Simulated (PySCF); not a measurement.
Input

```
{"job": {"kind": "uv", "xc": "PBE0", "basis": "def2-SVPD", "nstates": 8, "ntriplets": 3}, "charge": 0, "multiplicity": 1}
B      0.502935     2.149275     1.006298
Si     0.444051     0.367791     0.234015
C      1.583555    -0.019322    -1.184811
C      2.325701    -0.251038    -2.103675
C      0.265532    -1.253005     1.301511
O     -1.062974    -1.510851     0.817072
C     -1.255788    -0.479086    -0.065728
C     -2.345076    -0.292440    -0.795955
H      0.276109     2.358869     2.133377
H      0.734675     3.069408     0.324116
H      2.968108    -0.462864    -2.910233
H      0.239950    -1.145379     2.388519
H      0.915124    -2.094632     1.053373
H     -3.176981    -0.975966    -0.757935
H     -2.419334     0.547229    -1.461857
```

Launched as:

```sh
OMP_NUM_THREADS=1 python probes_run.py task.json out
```

Geometry: GFN2-xTB.

Method: PBE0/def2-SVPD, SCF density, gas phase in PySCF.

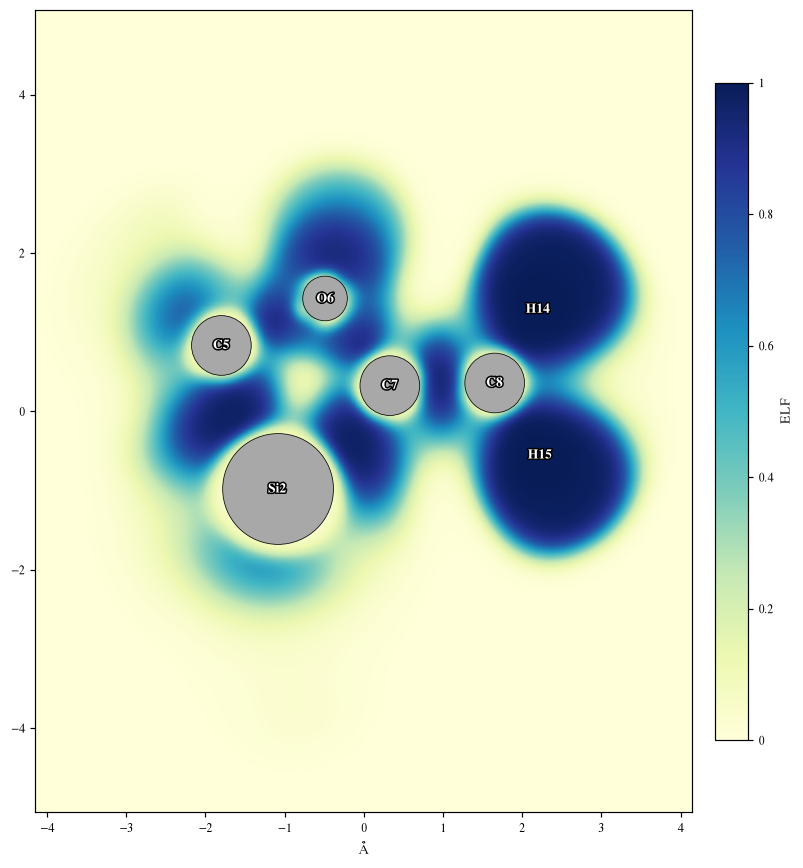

C$_{5}$H$_{7}$BOSi. Electron localisation function on the plane of atoms C7, C8 and H15. Grey discs cover the atomic cores.

Q: Describe what can be read from this map.

A:
- The section cuts through Si, C, O and H sites.
- C–O (1.37 Å): the ELF peaks at about 0.90 between the atoms; a shared but strongly polarised pair.
- C–H (1.08 Å): the ELF climbs to about 1 towards the hydrogen, as it does in any bond to H (an ordinary covalent bond to hydrogen).
- C–C (1.32 Å): the ELF peaks at about 0.95 between the atoms: a short, multiple covalent bond.
- C–O (1.44 Å): the ELF peaks at about 0.90 between the atoms: a shared but strongly polarised pair.
- The ELF also peaks beside O6, away from the bonds: lone-pair regions.
